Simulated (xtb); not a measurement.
# CH$_{7}$OSbSi: geometry relaxation (part 3 of 4)

The same run, continued: CH$_{7}$OSbSi; GFN0-xTB (xtb 6.7.1). The geometry comes from this level: PBE0-D4/def2-TZVP.

Geometry of the input (Å):
```
Si -1.0303  1.2780  -0.0928
C  0.2019  0.3365  0.9920
O  0.3116  -1.0179  0.5837
Sb 1.5577  -1.4505  -0.8889
H  -2.3778  0.6595  -0.0081
H  -1.1131  2.7092  0.3112
H  -0.5610  1.2046  -1.5062
H  1.1725  0.8564  0.9939
H  -0.1400  0.3375  2.0338
H  1.6960  -3.0757  -0.3738
H  0.3478  -1.8946  -2.0241
```

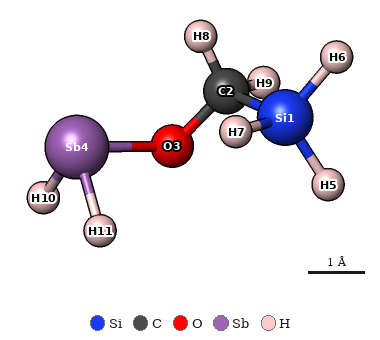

*The geometry at step 2 of the log (ball-and-stick view, seen at a tilt; atoms are numbered from 1 in the order of the input).*

The program's output, continued
```
 ---------------------------------
O3-C2-Si1-Sb4=339.78          O3-C2-Si1-H5= 64.90           O3-C2-Si1-H6=183.41           O3-C2-Si1-H7=302.38
H8-C2-Si1-Sb4=103.83          H8-C2-Si1-H5=188.95           H8-C2-Si1-H6=307.46           H8-C2-Si1-H7= 66.43
H9-C2-Si1-Sb4=218.17          H9-C2-Si1-H5=303.30           H9-C2-Si1-H6= 61.80           H9-C2-Si1-H7=180.78
Sb4-O3-C2-Si1= 33.66          Sb4-O3-C2-H8=271.46           Sb4-O3-C2-H9=155.57           Si1-Sb4-O3-C2=340.70
H10-Sb4-O3-C2=189.58          H11-Sb4-O3-C2=276.52
           -------------------------------------------------
          |                Final Singlepoint                |
           -------------------------------------------------

          ...................................................
          :                      SETUP                      :
          :.................................................:
          :  # basis functions                  42          :
          :  # atomic orbitals                  40          :
          :  # shells                           24          :
          :  # electrons                        26          :
          :  electronic temp.          300.0000000     K    :
          :  accuracy                    1.0000000          :
          :  -> integral cutoff          0.2500000E+02      :
          :  -> integral neglect         0.1000000E-07      :
          ...................................................
  Checking positiv definite overlap ...  done.

         #    Occupation            Energy/Eh            Energy/eV
      -------------------------------------------------------------
         1        2.0000           -0.7147032             -19.4481
       ...           ...                  ...                  ...
         7        2.0000           -0.4887874             -13.3006
         8        2.0000           -0.4881536             -13.2833
         9        2.0000           -0.4767520             -12.9731
        10        2.0000           -0.4739252             -12.8962
        11        2.0000           -0.4701913             -12.7946
        12        2.0000           -0.4183092             -11.3828
        13        2.0000           -0.4035280             -10.9806 (HOMO)
        14                         -0.2681468              -7.2966 (LUMO)
        15                         -0.2333643              -6.3502
        16                         -0.2191326              -5.9629
        17                         -0.2122000              -5.7743
        18                         -0.1848018              -5.0287
       ...                                ...                  ...
        40                          1.2411848              33.7744
      -------------------------------------------------------------
                  HL-Gap            0.1353811 Eh            3.6839 eV
             Fermi-level            0.0000000 Eh            0.0000 eV

 EHT (total)                   0 d,  0 h,  0 min,  0.002 sec
 EHT setup                      ...        0 min,  0.000 sec (  1.099%)
 Coordination number            ...        0 min,  0.000 sec (  0.627%)
 EEQ model density              ...        0 min,  0.000 sec (  0.963%)
 D4 Dispersion                  ...        0 min,  0.000 sec (  3.514%)
 Integral evaluation            ...        0 min,  0.001 sec ( 31.287%)
 Cholesky factorization         ...        0 min,  0.000 sec (  0.760%)
 Zeroth order Hamiltonian       ...        0 min,  0.000 sec (  8.580%)
 Gradient calculation           ...        0 min,  0.001 sec ( 50.163%)

         :::::::::::::::::::::::::::::::::::::::::::::::::::::
         ::                     SUMMARY                     ::
         :::::::::::::::::::::::::::::::::::::::::::::::::::::
         :: total energy             -13.719504975280 Eh    ::
         :: gradient norm              0.000061772142 Eh/a0 ::
         :: HOMO-LUMO gap              3.683908543842 eV    ::
         ::.................................................::
         :: H0 energy                -13.738511730815 Eh    ::
         :: repulsion energy           0.098464404632 Eh    ::
         :: electrostat energy        -0.063715444985 Eh    ::
         :: -> Gsolv                   0.000000000000 Eh    ::
         ::    -> Gsasa                0.000000000000 Eh    ::
         ::    -> Gshift               0.000000000000 Eh    ::
         :: dispersion energy         -0.003064632170 Eh    ::
         :: short-range corr.         -0.012677571942 Eh    ::
         :: add. restraining           0.000000000000 Eh    ::
         :: total charge               0.000000000000 e     ::
         :::::::::::::::::::::::::::::::::::::::::::::::::::::

           -------------------------------------------------
          |                Numerical Hessian                |
           -------------------------------------------------
step length          :   0.00500
SCC accuracy         :   0.30000
Hessian scale factor :   1.00000
frozen atoms in %    :   0.00000    0
RMS gradient         :   0.00006
estimated CPU  time      0.00 min

writing file <hessian>.

 projected vibrational frequencies (cm⁻¹)
eigval :       -0.00    -0.00     0.00     0.00     0.00     0.00
eigval :       74.88   106.55   156.50   188.66   231.11   358.06
eigval :      416.79   489.62   548.13   595.09   640.40   653.61
eigval :      740.33   805.40   824.42   886.50  1089.60  1126.73
eigval :     1172.42  1390.51  1819.11  1863.04  2056.74  2064.41
eigval :     2103.97  2906.41  2945.52
           -------------------------------------------------
          |                Property Printout                |
           -------------------------------------------------

    * Orbital Energies and Occupations

         #    Occupation            Energy/Eh            Energy/eV
      -------------------------------------------------------------
         1        2.0000           -0.7147032             -19.4481
         2        2.0000           -0.6583120             -17.9136
         3        2.0000           -0.6307769             -17.1643
         4        2.0000           -0.5890465             -16.0288
         5        2.0000           -0.5397834             -14.6883
         6        2.0000           -0.5169873             -14.0679
         7        2.0000           -0.4887874             -13.3006
         8        2.0000           -0.4881536             -13.2833
         9        2.0000           -0.4767520             -12.9731
        10        2.0000           -0.4739252             -12.8962
        11        2.0000           -0.4701913             -12.7946
        12        2.0000           -0.4183092             -11.3828
        13        2.0000           -0.4035280             -10.9806 (HOMO)
        14                         -0.2681468              -7.2966 (LUMO)
        15                         -0.2333643              -6.3502
        16                         -0.2191326              -5.9629
        17                         -0.2122000              -5.7743
        18                         -0.1848018              -5.0287
        19                         -0.1407190              -3.8292
        20                         -0.1132724              -3.0823
        21                         -0.1040596              -2.8316
        22                         -0.1000147              -2.7215
        23                         -0.0982844              -2.6745
        24                         -0.0897328              -2.4418
       ...                                ...                  ...
        40                          1.2411848              33.7744
      -------------------------------------------------------------
                  HL-Gap            0.1353811 Eh            3.6839 eV
             Fermi-level            0.0000000 Eh            0.0000 eV

     #   Z          covCN         q      C6AA      α(0)
     1  14 Si       3.858     0.476   137.854    21.675
     2   6 C        3.743    -0.179    26.917     7.490
     3   8 O        1.630    -0.394    20.593     6.138
     4  51 Sb       3.043     0.338   396.506    37.476
     5   1 H        0.921    -0.105     5.727     3.743
     6   1 H        0.920    -0.116     6.152     3.879
     7   1 H        0.921    -0.127     6.626     4.026
     8   1 H        0.923     0.080     1.983     2.202
     9   1 H        0.923     0.097     1.813     2.106
    10   1 H        0.938    -0.026     3.541     2.942
    11   1 H        0.938    -0.043     3.931     3.100

 Mol. C6AA /au·bohr⁶  :       3035.485506
 Mol. C8AA /au·bohr⁸  :     160637.220915
 Mol. α(0) /au        :         94.775418

Wiberg/Mayer (AO) data.
largest (>0.10) Wiberg bond orders for each atom

 ---------------------------------------------------------------------------
     #   Z sym  total        # sym  WBO       # sym  WBO       # sym  WBO
 ---------------------------------------------------------------------------
     1  14 Si   3.784 --     2 C    0.963     5 H    0.893     6 H    0.891
                             7 H    0.870
     2   6 C    3.869 --     3 O    0.980     1 Si   0.963     9 H    0.941
                             8 H    0.938
     3   8 O    2.082 --     4 Sb   1.001     2 C    0.980
     4  51 Sb   2.921 --     3 O    1.001    10 H    0.928    11 H    0.926
     5   1 H    0.911 --     1 Si   0.893
     6   1 H    0.907 --     1 Si   0.891
     7   1 H    0.912 --     1 Si   0.870
     8   1 H    0.996 --     2 C    0.938
     9   1 H    1.004 --     2 C    0.941
    10   1 H    0.952 --     4 Sb   0.928
    11   1 H    0.955 --     4 Sb   0.926
 ---------------------------------------------------------------------------

Topologies differ in total number of bonds
Writing topology from bond orders to xtbtopo.mol

 dipole moment from electron density (au)
     X       Y       Z
   1.0276   1.0059  -1.1239  total (Debye):    4.639

           -------------------------------------------------
          |                Geometry Summary                 |
           -------------------------------------------------

      molecular mass/u    :      184.9110084
   center of mass at/Å    :        0.7837055      -0.7281100      -0.6316437
  moments of inertia/u·Å² :        0.7794351E+02   0.3343589E+03   0.3946806E+03
rotational constants/cm⁻¹ :        0.2162801E+00   0.5041777E-01   0.4271208E-01

 * 9 selected distances

     #   Z          #   Z                                           value/Å
     1  14 Si       2   6 C                                       1.8739436 (max)
Molecule has no symmetry elements
It seems to be the C1 point group
     2   6 C        3   8 O                                       1.4220052
     1  14 Si       5   1 H                                       1.4543783
     1  14 Si       6   1 H                                       1.4566525
     1  14 Si       7   1 H                                       1.4548006
     2   6 C        8   1 H                                       1.1044696
     2   6 C        9   1 H                                       1.1023928 (min)
     4  51 Sb      10   1 H                                       1.7057845
     4  51 Sb      11   1 H                                       1.7075716

 * 5 distinct bonds (by element types)

   Z      Z             #   av. dist./Å        max./Å        min./Å
   1 H    6 C           2     1.1034312     1.1044696     1.1023928
   6 C    8 O           1     1.4220052     1.4220052     1.4220052
   1 H   14 Si          3     1.4552772     1.4566525     1.4543783
   6 C   14 Si          1     1.8739436     1.8739436     1.8739436
   1 H   51 Sb          2     1.7066780     1.7075716     1.7057845

           -------------------------------------------------
          |               Frequency Printout                |
           -------------------------------------------------
 projected vibrational frequencies (cm⁻¹)
eigval :       -0.00    -0.00     0.00     0.00     0.00     0.00
eigval :       74.88   106.55   156.50   188.66   231.11   358.06
eigval :      416.79   489.62   548.13   595.09   640.40   653.61
eigval :      740.33   805.40   824.42   886.50  1089.60  1126.73
eigval :     1172.42  1390.51  1819.11  1863.04  2056.74  2064.41
eigval :     2103.97  2906.41  2945.52
 reduced masses (amu)
   1: 67.86   2: 62.97   3: 67.41   4: 31.80   5:102.06   6: 36.18   7: 37.88   8: 23.85
   9:  2.63  10:  2.16  11: 16.51  12: 25.65  13:  2.26  14:  6.22  15:  2.66  16:  4.13
  17:  7.95  18: 11.79  19:  3.06  20:  1.76  21:  1.77  22:  2.15  23:  2.73  24:  8.08
  25:  8.74  26:  1.87  27:  2.01  28:  1.91  29:  1.98  30:  1.98  31:  1.26  32:  1.78
  33:  1.68
 IR intensities (km·mol⁻¹)
   1:  0.27   2:  0.42   3:  0.06   4:  0.09   5:  0.31   6:  1.98   7:  2.16   8:  4.44
   9:  0.52  10:  0.21  11:  1.88  12:  2.97  13:  2.22  14:  4.32  15:  3.82  16:  4.28
  17:  0.85  18:  1.39  19: 17.04  20:  3.47  21:  7.49  22:  0.66  23:  9.27  24: 11.91
  25:  8.03  26:  0.58  27:  3.29  28:  3.75  29:  5.85  30:  8.09  31: 28.02  32:  0.56
  33:  0.09
 Raman intensities (Ä⁴*amu⁻¹)
   1:  0.00   2:  0.00   3:  0.00   4:  0.00   5:  0.00   6:  0.00   7:  0.00   8:  0.00
   9:  0.00  10:  0.00  11:  0.00  12:  0.00  13:  0.00  14:  0.00  15:  0.00  16:  0.00
  17:  0.00  18:  0.00  19:  0.00  20:  0.00  21:  0.00  22:  0.00  23:  0.00  24:  0.00
  25:  0.00  26:  0.00  27:  0.00  28:  0.00  29:  0.00  30:  0.00  31:  0.00  32:  0.00
  33:  0.00
 output can be read by thermo (or use thermo option).
 writing <g98.out> molden fake output.
 recommended (thermochemical) frequency scaling factor: 1.0
           -------------------------------------------------
          |             Thermodynamic Functions             |
           -------------------------------------------------

c1  symmetry found (for desy threshold:  0.10E+00) used in thermo

          ...................................................
          :                      SETUP                      :
          :.................................................:
          :  # frequencies                          27      :
          :  # imaginary freq.                       0      :
          :  linear?                             false      :
          :  only rotor calc.                    false      :
          :  symmetry                               c1      :
          :  rotational number                       1      :
          :  scaling factor                  1.0000000      :
          :  rotor cutoff                   50.0000000 cm⁻¹ :
          :  imag. cutoff                  -20.0000000 cm⁻¹ :
          :.................................................:

    mode    ω/cm⁻¹     T·S(HO)/kcal·mol⁻¹    T·S(FR)/kcal·mol⁻¹   T·S(vib)
   ------------------------------------------------------------------------
       1     74.88    -1.19883 ( 83.41%)    -0.93668 ( 16.59%)    -1.15535
       2    106.55    -0.99309 ( 95.37%)    -0.83225 (  4.63%)    -0.98565
       3    156.50    -0.77270 ( 98.97%)    -0.71841 (  1.03%)    -0.77214
       4    188.66    -0.66813 ( 99.51%)    -0.66306 (  0.49%)    -0.66811
       5    231.11    -0.55762 ( 99.78%)    -0.60296 (  0.22%)    -0.55772
   ------------------------------------------------------------------------

   temp. (K)  partition function   enthalpy   heat capacity  entropy
                                   cal/mol     cal/K/mol   cal/K/mol   J/K/mol
 298.15  VIB   82.1                 3209.641     21.030     19.353
         ROT  0.245E+06              888.752      2.981     27.641
         INT  0.201E+08             4098.394     24.011     46.994
         TR   0.243E+28             1481.254      4.968     41.531
         TOT                        5579.6476    28.9792    88.5258   370.3918

       T/K    H(0)-H(T)+PV         H(T)/Eh          T*S/Eh         G(T)/Eh
   ------------------------------------------------------------------------
    298.15    0.889173E-02    0.732603E-01    0.420614E-01    0.311988E-01
   ------------------------------------------------------------------------

         :::::::::::::::::::::::::::::::::::::::::::::::::::::
         ::                  THERMODYNAMIC                  ::
         :::::::::::::::::::::::::::::::::::::::::::::::::::::
         :: total free energy         -13.688306127647 Eh   ::
         ::.................................................::
         :: total energy              -13.719504975280 Eh   ::
         :: zero point energy           0.064368555283 Eh   ::
         :: G(RRHO) w/o ZPVE           -0.033169707650 Eh   ::
         :: G(RRHO) contrib.            0.031198847633 Eh   ::
         :::::::::::::::::::::::::::::::::::::::::::::::::::::

optimized geometry written to: xtbopt.json

           -------------------------------------------------
          | TOTAL ENERGY              -13.719504975280 Eh   |
          | TOTAL ENTHALPY            -13.646244685579 Eh   |
          | TOTAL FREE ENERGY         -13.688306127647 Eh   |
          | GRADIENT NORM               0.000061772142 Eh/α |
          | HOMO-LUMO GAP               3.683908543842 eV   |
           -------------------------------------------------

------------------------------------------------------------------------
------------------------------------------------------------------------
 total:
 *  cpu-time:     0 d,  0 h,  0 min,  0.209 sec
 * ratio c/w:     1.000 speedup
 SCF:
 *  cpu-time:     0 d,  0 h,  0 min,  0.002 sec
 * ratio c/w:     1.000 speedup
 ANC optimizer:
 *  cpu-time:     0 d,  0 h,  0 min,  0.061 sec
 * ratio c/w:     1.000 speedup
 analytical hessian:
 *  cpu-time:     0 d,  0 h,  0 min,  0.138 sec
 * ratio c/w:     1.000 speedup
```

File vibspectrum
```
$vibrational spectrum
#  mode     symmetry     wave number   IR intensity    selection rules
#                         cm**(-1)      (km*mol⁻¹)        IR
     1                      -0.00         0.00000          -
     2                      -0.00         0.00000          -
     3                       0.00         0.00000          -
     4                       0.00         0.00000          -
     5                       0.00         0.00000          -
     6                       0.00         0.00000          -
     7        a             74.88         2.15875         YES
     8        a            106.55         4.44079         YES
     9        a            156.50         0.52042         YES
    10        a            188.66         0.20758         YES
    11        a            231.11         1.88166         YES
    12        a            358.06         2.97089         YES
    13        a            416.79         2.21772         YES
    14        a            489.62         4.31853         YES
    15        a            548.13         3.81957         YES
    16        a            595.09         4.27782         YES
    17        a            640.40         0.84916         YES
    18        a            653.61         1.38903         YES
    19        a            740.33        17.04110         YES
    20        a            805.40         3.47056         YES
    21        a            824.42         7.48638         YES
    22        a            886.50         0.65508         YES
    23        a           1089.60         9.26990         YES
    24        a           1126.73        11.91224         YES
    25        a           1172.42         8.02742         YES
    26        a           1390.51         0.58027         YES
    27        a           1819.11         3.29389         YES
    28        a           1863.04         3.75218         YES
    29        a           2056.74         5.85294         YES
    30        a           2064.41         8.09359         YES
    31        a           2103.97        28.02217         YES
    32        a           2906.41         0.56088         YES
    33        a           2945.52         0.09245         YES
$end
```

Trajectory as extended XYZ (Å, eV, eV/Å), 18 of the 27 frames kept, from step=0 to step=26
```
11
Properties=species:S:1:pos:R:3 step=0 energy=-373.16893
Si   -1.0303    1.2780   -0.0928
C     0.2019    0.3365    0.9920
O     0.3116   -1.0179    0.5837
Sb    1.5577   -1.4505   -0.8889
H    -2.3778    0.6595   -0.0081
H    -1.1131    2.7092    0.3112
H    -0.5610    1.2046   -1.5062
H     1.1725    0.8564    0.9939
H    -0.1400    0.3375    2.0338
H     1.6960   -3.0757   -0.3738
H     0.3478   -1.8946   -2.0241
11
Properties=species:S:1:pos:R:3 step=2 energy=-373.25895
Si   -1.0204    1.2684   -0.1108
C     0.1920    0.3108    0.9620
O     0.3645   -1.0553    0.5805
Sb    1.6191   -1.4134   -0.9307
H    -2.3435    0.6704   -0.0085
H    -1.0905    2.6537    0.3325
H    -0.5611    1.2148   -1.4921
H     1.1434    0.8691    0.9628
H    -0.1757    0.3193    2.0017
H     1.6141   -3.0069   -0.3487
H     0.3235   -1.8878   -1.9280
```
